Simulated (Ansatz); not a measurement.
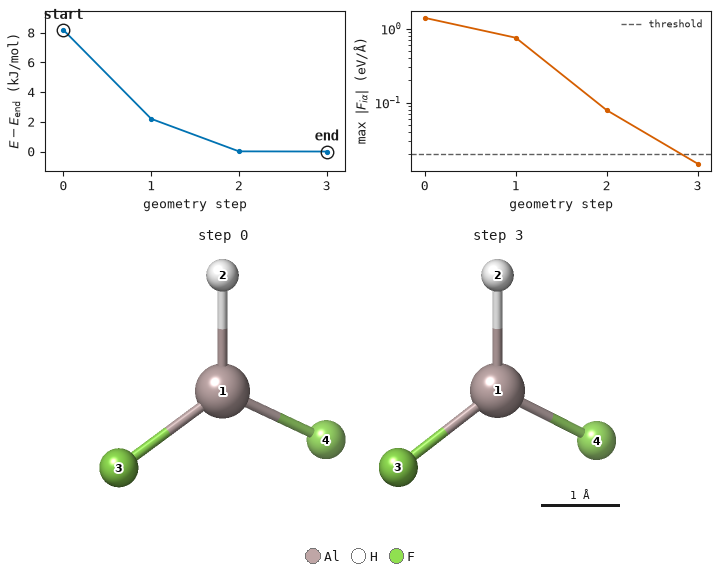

First and last geometry of a relaxation of AlHF$_{2}$, with the history of the run. A ball-and-stick model, seen at a tilt.

The run prepares the start of a later molecular dynamics calculation, from a guessed geometry.

The calculation used Ansatz, RHF/def2-SVP. Set-up: no spin polarisation; force threshold 0.02 eV/Å; at most 40 steps.

Q: What do the curves and the structures tell?

A: It converged. The largest moves after the best rigid fit, 0.063 Å, are those of F3 and F4. By element the largest moves are F 0.063 Å, Al 0.008 Å, H 0.001 Å. Some distances before and after: Al1–F3 1.690 → 1.641 Å, Al1–H2 1.560 → 1.551 Å. Among the angles between lasting bonds that change: F3–Al1–F4 120.0° → 117.1°. After 3 geometry steps the energy has fallen by 8.18 kJ/mol. Largest force component: 1.4 eV/Å at the start, 0.015 eV/Å at the end. The run took 1.9 s on 1 thread of Arm Neoverse V1, on a shared host, peak memory 0.092 GiB.

| step | E − E(0), kJ/mol | largest force component, eV/Å |
| --- | --- | --- |
| 0 | 0.00 | 1.3993 |
| 1 | -5.98 | 0.7545 |
| 2 | -8.17 | 0.0792 |
| 3 | -8.18 | 0.0150 |

Limits of the set-up: Hartree-Fock leaves out electron correlation.
